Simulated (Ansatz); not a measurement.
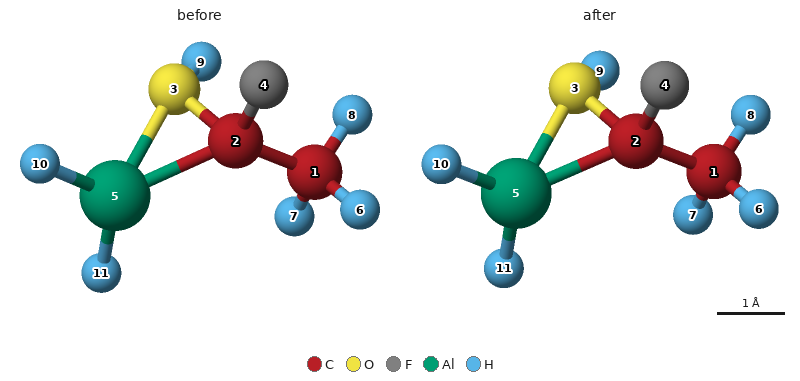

The structure of C$_{2}$H$_{6}$AlFO before (left) and after (right) a relaxation, at one scale.

A ball-and-stick model, seen at a tilt.

The start comes from PBE-D4/def2-SVP.

All numbers below come from RKS PBE0-D4/def2-TZVP (Ansatz). Set-up: force threshold 0.005 eV/Å; at most 150 steps.

Describe what moved and what it gained.

The atom that moves furthest after the best rigid fit is H9 (0.14 Å). By element the largest moves are H 0.14 Å, Al 0.04 Å, O 0.04 Å, C 0.02 Å, F 0.02 Å. Some distances before and after: O3–Al5 2.013 → 1.975 Å, C2–Al5 1.998 → 1.972 Å, C1–H8 1.116 → 1.098 Å, O3–H9 0.982 → 0.965 Å. Bond angles that change, for instance: Al5–O3–H9 148.5° → 138.0°. After 9 geometry steps the energy has fallen by 4.15 kJ/mol. The largest force component goes from 0.67 to 0.0037 eV/Å. Cost: 35 s on 4 threads of Arm Neoverse V1 (shared host).
